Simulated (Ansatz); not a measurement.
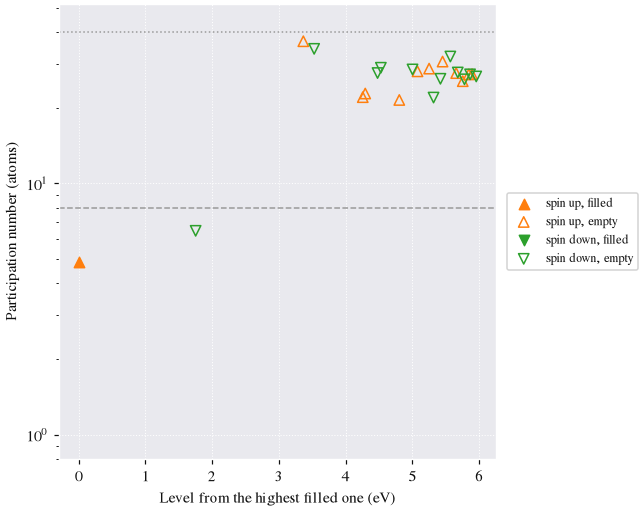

Levels near the gap of a 40-atom cell against the number of atoms over which each spreads (dotted: all atoms; dashed: a fifth of them). Host KMgF₃ with Cd on a site of Mg.

The material is K₈CdMg₇F₂₄ (defect cell), 40 atoms in the cell, cell charge −1 e.

Ansatz; DFT, HSE06, PAW, plane waves, one k point, (0.25, 0.25, 0.25).

> Which of these levels are localised (under the dashed line)?

2 of the 24 levels shown spread over less than a fifth of the cell: 0.00 eV (spin up, filled, over about 5 atoms, mostly F) and 1.75 eV (spin down, empty, over about 6 atoms, mostly F).

> How far apart are the highest filled and the lowest empty level?

The lowest empty level lies 1.75 eV above the highest filled one.

> What is the spin state?

The cell's moment is 1.0 μB.

One k point in a finite cell, so levels carry errors of tenths of an eV.
